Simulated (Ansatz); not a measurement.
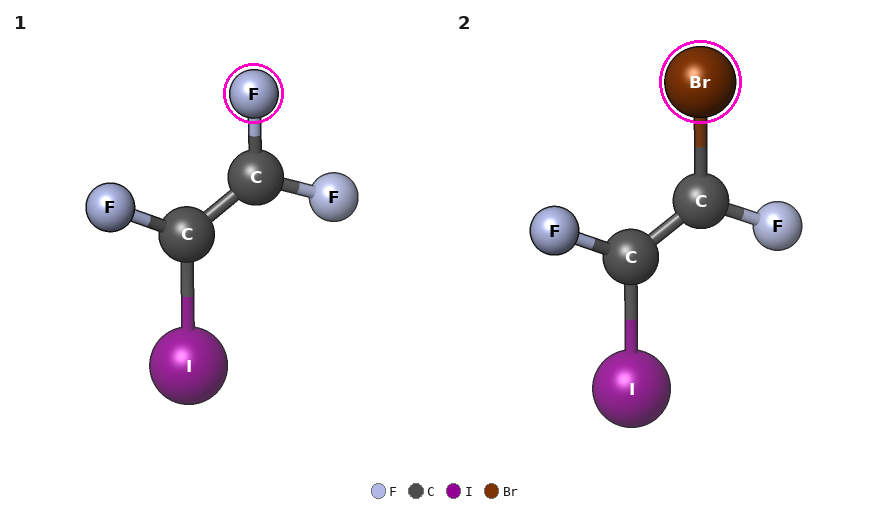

2 molecules with one skeleton, seen from the same side and at one scale; the atom that differs is circled. Each species is neutral and a spin singlet. Computed geometries: PBE0-D4/def2-TZVP optimisations, one conformation each. Properties computed with Ansatz 0.2.0. Elements past Kr carry core potentials.

One atom differs, called X below: F in panel 1, Br in panel 2. Their formulas are C2F3I (`FC(F)=C(F)I`), C2BrF2I (`F/C(Br)=C(/F)I`).

### In which is the harmonic zero-point energy higher (PBE0-D4/def2-TZVP)?

In panel 1 (X = F).

### In which is the HOMO–LUMO gap larger (ωB97M-V/def2-QZVPP)?

In panel 1 (X = F).

Give the values. With PBE0-D4/def2-TZVP: length of X–C (Å), angle X–C–F (°), harmonic zero-point energy (kJ/mol). With ωB97M-V/def2-QZVPP: HOMO energy (Kohn–Sham orbital) (eV), HOMO–LUMO gap (eV). With r2SCAN-D4/def2-TZVPP: dipole moment (D).

```tsv
quantity	1 (F)	2 (Br)	2 − 1
length of X–C (Å)	1.309	1.859	+0.550
angle X–C–F (°)	112.1	114.7	+2.6
HOMO energy (Kohn–Sham orbital) (eV)	−9.36	−9.25	+0.11
HOMO–LUMO gap (eV)	9.99	9.63	−0.36
dipole moment (D)	0.71	0.34	−0.37
harmonic zero-point energy (kJ/mol)	50.9	44.8	−6.1
```
